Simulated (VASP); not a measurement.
# A VASP study of SrTiC2 (RPBE + D4): structure first, properties next, part 2 of 5

What structure does SrTiC2 take at this level, and what are its properties? The cell is invented: other elements were put on sites of a known structure type. It may not be a known or stable phase. The atoms of the start are displaced at random from the sites of a P4/mmm cell.

VASP 6.6.1, plane waves and PAW; the level of theory is named at each step.

Still holding for the runs below: The k-mesh is coarse for a metal.

So far. Step 2 (Rough relaxation of the start cell): By then 37 ionic steps had been finished.

## Step 3: Full relaxation (RPBE + D4) (continued)

Level of this step: RPBE with D4; plane waves and PAW (Sr_sv, Ti_sv, C); invented cell (VASP).

Step by step (22 of 49):

```
step  energy less that of the first step (eV)  largest force (eV/Å)  pressure (GPa)  volume (Å³)
   1                                   0.0000                0.5632           -0.52        67.03
   3                                  -0.0260                0.2136           -0.09        66.44
   6                                  -0.1662                0.9392            6.10        62.77
   8                                  -0.1824                0.8105            4.85        63.37
  10                                  -0.2305                0.7961            4.42        63.95
  12                                  -0.3048                0.5892            0.87        66.15
  15                                  -0.3290                0.3987           -0.97        67.64
  17                                  -0.3484                0.2314            0.29        67.20
  19                                  -0.3567                0.1501            0.11        67.36
  22                                  -0.3608                0.1903           -0.85        68.16
  24                                  -0.3637                0.1905           -0.43        67.84
  26                                  -0.3682                0.1871            0.10        67.64
  28                                  -0.3735                0.1080            0.28        67.69
  31                                  -0.3774                0.0354            0.03        68.15
  33                                  -0.3787                0.0246           -0.05        68.45
  35                                  -0.3790                0.0379           -0.08        68.47
  38                                  -0.3795                0.0286           -0.02        68.43
  40                                  -0.3799                0.0412            0.01        68.37
  42                                  -0.3801                0.0270            0.05        68.36
  44                                  -0.3802                0.0213           -0.01        68.44
  47                                  -0.3802                0.0172           -0.01        68.42
  49                                  -0.3803                0.0065            0.01        68.43
```

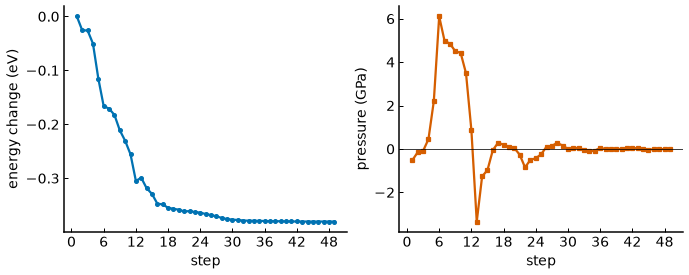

Energy and pressure along the relaxation.

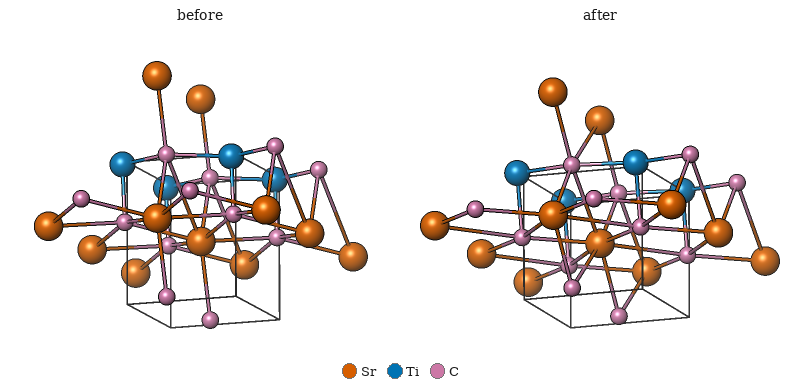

Before and after, at one scale.

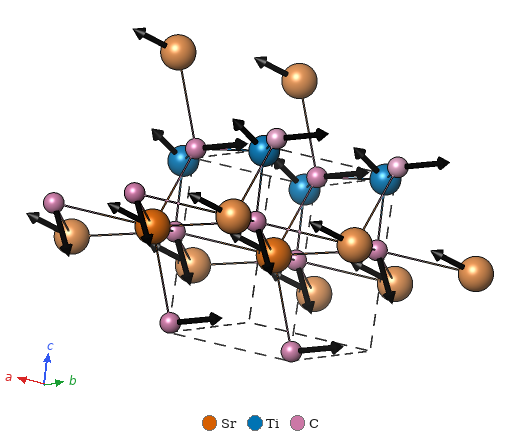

Displacements in the relaxation, exaggerated, measured against the changing cell; the longest in the cell stands for 0.33 Å. 2×1×1 cells are drawn. Some periodic images of atoms are drawn too.

```csv
cell as run,before,after,change
a (Å),3.857,4.191,+8.7 %
b (Å),3.709,4.046,+9.1 %
c (Å),4.691,4.035,-14.0 %
α (°),91.19,90.11,-1.2 %
β (°),92.33,90.05,-2.5 %
γ (°),90.46,89.98,-0.5 %
volume (Å³/atom),16.76,17.11,+2.1 %
```

The atoms that moved most (Å, as changes of fractional coordinates times the final cell):

```csv
atom,dx,dy,dz,length
C4,-0.311,0.049,0.092,0.328
C3,-0.177,-0.043,-0.268,0.324
Sr1,0.254,-0.038,0.064,0.264
Ti2,0.235,0.032,0.111,0.262
```

Final coordinates:

```
Sr Ti C
1.0
     4.19105    0.00119    0.01158
     0.00056    4.04632    0.00902
    -0.01437   -0.01663    4.03508
Sr Ti C
1 1 2
Direct
  0.62629 0.49478 0.50063
  0.12655 0.99493 0.00048
  0.02362 0.99480 0.50048
  0.22500 0.49497 0.00038
```

Numbers from this step:

```
electrons                       : 30
bands                           : 21
irreducible k-points            : 92
symmetry operations             : 1
free energy (TOTEN)             : -25.76 eV
energy at zero smearing         : -25.76 eV
Fermi energy                    : 3.938 eV
pressure                        : 0.01164 GPa
metallic                        : yes
SCF cycles over all ionic steps : 383
```

It ends with a largest force of 0.006 eV/Å and a pressure of 0.01 GPa.

## Step 4: Second relaxation

A relaxation keeps the plane waves of the cell it began with, so it is repeated from the new cell, on a basis made for it. The mesh changes with the cell too.

INCAR reads:

```
SYSTEM = SrTiC2
PREC = Accurate
ENCUT = 520
EDIFF = 1E-06
NELM = 100
ISMEAR = 0
SIGMA = 0.05
LREAL = .FALSE.
ALGO = Normal
GGA = RP
IVDW = 13
NBANDS = 21
LORBIT = 11
LWAVE = .FALSE.
LCHARG = .FALSE.
KPAR = 2
IBRION = 2
NSW = 60
ISIF = 3
EDIFFG = -0.01
```

POSCAR reads:

```
SrTiC2
1.0
    4.0351445400      0.0000000000      0.0000000000
    0.0000000000      4.1910673100      0.0000000000
   -0.0076507800      0.0000000000      4.0463265200
Sr Ti C
1 1 2
Direct
    0.0000000000      0.6262929080      0.5000000000
    0.5000000000      0.1265528260      0.0000000000
    0.0000000000      0.0236218290      0.0000000000
    0.5000000000      0.2249974370      0.5000000000
```

KPOINTS reads:

```
Automatic mesh
0
Gamma
6 5 6
0 0 0
```

PAW data sets: Sr_sv, Ti_sv and C (PBE family, release 64).

The cell reached was symmetrised within 0.01 Å before this step, which raises the operations from 1 to 2, which the run then keeps.

On the command line:

```sh
mpirun -np 2 vasp_std
```

Output:

```text
[... set-up lines as in an earlier step ...]
 entering main loop
       N       E                     dE             d eps       ncg     rms          rms(c)
DAV:   1     0.270329891038E+03    0.27033E+03   -0.14858E+04  2520   0.146E+03
DAV:   2     0.334299945130E+01   -0.26699E+03   -0.25594E+03  2611   0.402E+02
DAV:   3    -0.289121674495E+02   -0.32255E+02   -0.31555E+02  4547   0.114E+02
DAV:   4    -0.306742926912E+02   -0.17621E+01   -0.17534E+01  3072   0.251E+01
DAV:   5    -0.308048266062E+02   -0.13053E+00   -0.13051E+00  4003   0.601E+00    0.254E+01
DAV:   6    -0.252694604940E+02    0.55354E+01   -0.38785E+01  3213   0.479E+01    0.142E+01
DAV:   7    -0.247959449003E+02    0.47352E+00   -0.19668E+01  3407   0.342E+01    0.142E+01
DAV:   8    -0.243817512500E+02    0.41419E+00   -0.13559E+00  3100   0.104E+01    0.638E+00
DAV:   9    -0.244141060629E+02   -0.32355E-01   -0.54168E-01  4000   0.592E+00    0.183E+00
DAV:  10    -0.243806206003E+02    0.33485E-01   -0.16033E-01  3470   0.341E+00    0.421E-01
DAV:  11    -0.243820034324E+02   -0.13828E-02   -0.67579E-03  3257   0.601E-01    0.231E-01
DAV:  12    -0.243817723121E+02    0.23112E-03   -0.13602E-03  3566   0.266E-01    0.922E-02
DAV:  13    -0.243817936249E+02   -0.21313E-04   -0.92300E-04  3535   0.238E-01    0.621E-02
DAV:  14    -0.243817640989E+02    0.29526E-04   -0.14036E-04  3439   0.111E-01    0.130E-02
DAV:  15    -0.243817644185E+02   -0.31965E-06   -0.18109E-05  3984   0.274E-02    0.467E-03
DAV:  16    -0.243817647298E+02   -0.31132E-06   -0.12750E-06  2113   0.919E-03
   1 F= -.25761460E+02 E0= -.25759961E+02  d E =-.257615E+02
 curvature:   0.00 expect dE= 0.000E+00 dE for cont linesearch  0.000E+00
 trial: gam= 0.00000 g(F)=  0.510E-04 g(S)=  0.247E-03 ort = 0.000E+00 (trialstep = 0.100E+01)
 search vector abs. value=  0.298E-03
 bond charge predicted
       N       E                     dE             d eps       ncg     rms          rms(c)
DAV:   1    -0.243869371174E+02   -0.51727E-02   -0.48778E-02  2931   0.252E+00    0.386E-01
DAV:   2    -0.243860854225E+02    0.85169E-03   -0.12484E-02  3120   0.116E+00    0.198E-01
DAV:   3    -0.243853082378E+02    0.77718E-03   -0.31067E-03  3164   0.490E-01    0.937E-02
DAV:   4    -0.243852014968E+02    0.10674E-03   -0.68815E-04  4057   0.207E-01    0.431E-02
DAV:   5    -0.243852115310E+02   -0.10034E-04   -0.73664E-05  3394   0.536E-02    0.374E-02
DAV:   6    -0.243852164309E+02   -0.48999E-05   -0.14924E-05  4134   0.174E-02    0.282E-02
DAV:   7    -0.243852223412E+02   -0.59103E-05   -0.27001E-05  3969   0.275E-02    0.740E-03
DAV:   8    -0.243852214496E+02    0.89162E-06   -0.37767E-06  2370   0.109E-02
   2 F= -.25761592E+02 E0= -.25760085E+02  d E =-.131705E-03
[...]
3 F= -.25761591E+02 E0= -.25760085E+02  d E =-.131091E-03
 curvature:  -0.45 expect dE=-0.560E-04 dE for cont linesearch -0.692E-07
 trial: gam= 0.44132 g(F)=  0.865E-05 g(S)=  0.116E-03 ort =-0.678E-05 (trialstep = 0.990E+00)
 search vector abs. value=  0.177E-03
 bond charge predicted
       N       E                     dE             d eps       ncg     rms          rms(c)
DAV:   1    -0.243858893896E+02   -0.83723E-03   -0.18962E-02  2565   0.129E+00    0.149E-01
DAV:   2    -0.243856585692E+02    0.23082E-03   -0.12394E-03  2864   0.335E-01    0.788E-02
DAV:   3    -0.243855870938E+02    0.71475E-04   -0.37616E-04  3371   0.169E-01    0.463E-02
DAV:   4    -0.243855531224E+02    0.33971E-04   -0.10099E-04  3584   0.962E-02    0.156E-02
DAV:   5    -0.243855518936E+02    0.12287E-05   -0.21364E-05  3467   0.316E-02    0.894E-03
DAV:   6    -0.243855516512E+02    0.24237E-06   -0.25486E-06  2201   0.884E-03
   4 F= -.25761681E+02 E0= -.25760164E+02  d E =-.903866E-04
 trial-energy change:   -0.000090  1 .order   -0.000093   -0.000121   -0.000065
 step:   2.1468(harm=  2.1468)  dis= 0.00190  next Energy=   -25.761722 (dE=-0.131E-03)
 reached required accuracy - stopping structural energy minimisation
```

It took 92 s on 2 MPI ranks of AMD EPYC 7R43, shared host; peak memory 0.42 GiB.

From OUTCAR (step 4):

```text
  LATTYP: Found a simple monoclinic cell.
 ALAT       =     4.0351445400
 B/A-ratio  =     1.0386411858
 C/A-ratio  =     1.0027729398
 COS(beta)  =    -0.0018907931

 Subroutine GETGRP returns: Found  2 space group operations
 (whereof  2 operations were pure point group operations)

The static configuration has the point symmetry C_2 .

 Found     60 irreducible k-points:

   k-points           NKPTS =     60   k-points in BZ     NKDIM =     60   number of bands    NBANDS=     21

   dimension x,y,z NGX =    30 NGY =   32 NGZ =   30
   dimension x,y,z NGXF=    60 NGYF=   64 NGZF=   60

   ENCUT  =  520.0 eV  38.22 Ry    6.18 a.u.   7.50  7.79  7.52*2*pi/ulx,y,z

   NELECT =      30.0000    total number of electrons

 E-fermi :   3.9261

 k-point     1 :       0.0000    0.0000    0.0000
  band No.  band energies     occupation
    ...
     11       2.3087      2.00000
     12       2.9195      2.00000
     13       2.9325      2.00000
     14       3.1973      2.00000
     15       3.9493      0.51167
     16       3.9665      0.25309
     17       5.5836      0.00000
     18       5.8342      0.00000
     19       7.6317      0.00000
     20       7.6768      0.00000
    ...

 k-point     2 :       0.1667    0.0000   -0.0000
  band No.  band energies     occupation
    ...
     12       2.5447      2.00000
     13       2.9098      2.00000
     14       3.0885      2.00000
     15       3.6828      2.00000
     16       3.8053      1.99936
     17       5.8403      0.00000
     18       6.0076      0.00000
     19       6.6856      0.00000
     20       7.6820      0.00000
     21       8.2473      0.00000

  DFT-D4 for vdW energy calculation

  Edisp (eV):   -1.37613

  Total       0.00629     0.03528    -0.03891     0.00000     0.00000     0.00641
  in kB       0.14683     0.82383    -0.90840     0.00000     0.00000     0.14965
  external pressure =        0.02 kB  Pullay stress =        0.00 kB

  energy-cutoff  :      520.00
  volume of cell :       68.62
      direct lattice vectors                 reciprocal lattice vectors
     4.034616130  0.000000000  0.000943018     0.247854958  0.000000000  0.000410451
     0.000000000  4.201699500  0.000000000     0.000000000  0.237998934  0.000000000
    -0.006703480  0.000000000  4.047962313    -0.000057741  0.000000000  0.247037777

 POSITION                                       TOTAL-FORCE (eV/Angst)
 -----------------------------------------------------------------------------------
      4.03126      2.63067      2.02492        -0.000000     -0.002267      0.000000
      2.01060      0.53082      4.04843         0.000000      0.001199      0.000000
      4.03462      0.10129      0.00094        -0.000000      0.000090      0.000000
      2.01396      0.94507      2.02445        -0.000000      0.000978      0.000000
 -----------------------------------------------------------------------------------
    total drift:                               -0.000000      0.000371      0.000001

  FREE ENERGIE OF THE ION-ELECTRON SYSTEM (eV)
  ---------------------------------------------------
  free  energy   TOTEN  =       -25.7616813932 eV

  energy  without entropy=      -25.7586456771  energy(sigma->0) =      -25.76016354

 total charge
# of ion       s       p       d       tot
------------------------------------------
    1        2.020   5.826   0.268   8.115
    2        2.230   6.224   1.930  10.384
    3        0.941   1.339   0.000   2.280
    4        0.940   1.338   0.000   2.278
--------------------------------------------------
tot          6.132  14.727   2.198  23.057

[... 1 part as in an earlier step ...]

[... 7 further parts left out ...]
```

CONTCAR:

```
SrTiC2
   1.00000000000000
     4.0346161303304395    0.0000000000000000    0.0009430177564044
     0.0000000000000000    4.2016994997006991    0.0000000000000000
    -0.0067034804827283    0.0000000000000000    4.0479623130601761
  Sr              Ti              C
     1     1     2
Direct
     1.0000000000000000    0.6260963310924393    0.5000000000000000
     0.5000000000000000    0.1263351860199693    1.0000000000000000
     1.0000000000000000    0.0241070136821075    0.0000000000000000
     0.5000000000000000    0.2249264692054870    0.5000000000000000
```

The run keeps the 2 symmetry operations of its start, so it cannot find a distortion of lower symmetry.

Step by step:

| step | energy less that of the first step (eV) | largest force (eV/Å) | pressure (GPa) | volume (Å³) |
| --- | --- | --- | --- | --- |
| 1 | 0.0000 | 0.0253 | 0.16 | 68.43 |
| 2 | -0.0001 | 0.0105 | -0.04 | 68.60 |
| 3 | -0.0001 | 0.0099 | -0.04 | 68.59 |
| 4 | -0.0002 | 0.0023 | 0.00 | 68.62 |

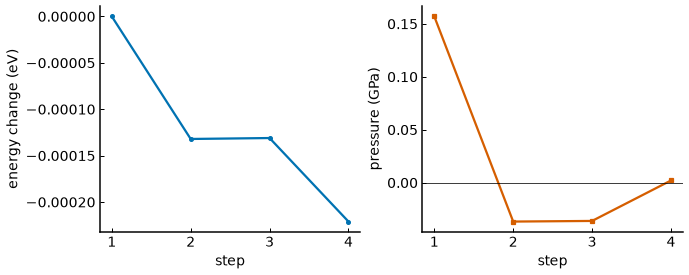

Energy and pressure along the relaxation.

```
     cell as run  before  after  change
           a (Å)   4.035  4.035  -0.0 %
           b (Å)   4.191  4.202  +0.3 %
           c (Å)   4.046  4.048  +0.0 %
           β (°)   90.11  90.08  -0.0 %
volume (Å³/atom)   17.11  17.16  +0.3 %
```

The relaxed structure:

```xyz
4
Lattice="4.0346 0.0000 0.0009 0.0000 4.2017 0.0000 -0.0067 0.0000 4.0480" Properties=species:S:1:pos:R:3 pbc="T T T"
Sr   -0.0034    2.6307    2.0240
Ti    2.0173    0.5308    0.0005
C     0.0000    0.1013    0.0000
C     2.0140    0.9451    2.0245
```

Numbers from this step:

- irreducible k-points: 60
- symmetry operations: 2
- Fermi energy: 3.926 eV
- pressure: 0.002075 GPa
- SCF cycles over all ionic steps: 34

It ends with a largest force of 0.002 eV/Å and a pressure of 0.00 GPa.

[end of part 2 of 5]

[Lines on the potential files, build, host, timing and source positions are cut from VASP's logs without a mark.]

[Logs are printed without paths, hosts, clocks, repeated set-up lines and the standing remarks that a program may print on its own settings, such as how far it seeks lower states.]

[Hosts, paths, dates, database ids (printed as entryN), source tags and the programs' standing remarks are cut or masked in the printed files.]

[A measured line is paired with the nearest computed mode of its activity, which favours agreement.]

[In band tables of VASP the shares of atoms and orbitals are scaled to a sum of 1 inside the atoms' spheres.]
